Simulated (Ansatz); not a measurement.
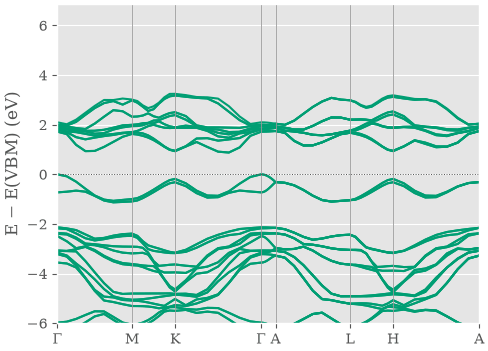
*Band structure from plane-wave PAW r²SCAN with spin–orbit coupling (Ansatz code)*

Q: Read off the gap and where the band edges lie.

A: About 0.9 eV (0.87 eV by a search for the band edges); maximum at Γ, minimum on the K–Γ line, 59 % of the way from K.

The material is KNbSe$_{2}$ in space group P6_3/mmc (No. 194; K on 2a, Se on 4f, Nb on 2b).

The workflow started from an entry of the Crystallography Open Database (COD). Its standing as an ambient phase is unchecked. The cell was relaxed with r²SCAN under the symmetry of its start; its stability against distortions is not shown here. No spin polarisation was allowed.

Potentials: the later of the program's two PAW sets.
